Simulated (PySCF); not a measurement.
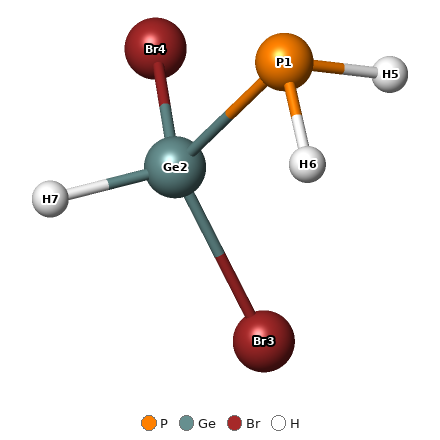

GePH₃Br₂, SMILES [PH2][GeH]([Br])[Br], singlet. Vertical core-electron binding energies by ΔSCF (SCAN, pcX-2 on the ionised atom, pcseg-1 elsewhere, spin-free X2C; PySCF, at a PBE0-D3(BJ)/def2-SVP geometry (no frequency check)), gas phase, against the vacuum level. One atom of each kind was ionised; within a panel, areas follow the number of like atoms and 2j + 1 (2p levels are split by first-order spin-orbit coupling, an approximation), each panel is scaled alone, Gaussians of 1.0 eV full width. Only the regions named are shown. Lines closer than the width merge in the curve.

### Predict the P 2p and P 1s photoelectron lines.

```
  level  atoms  binding energy (eV)
P 2p1/2     P1                137.8
P 2p3/2     P1                137.0
   P 1s     P1               2150.5
```

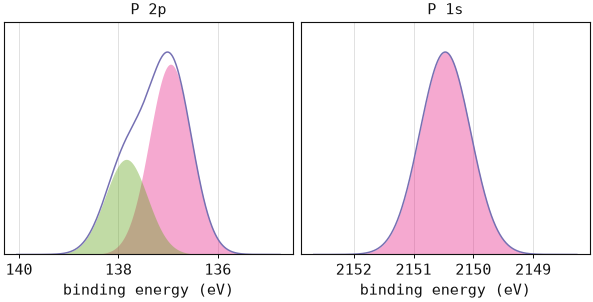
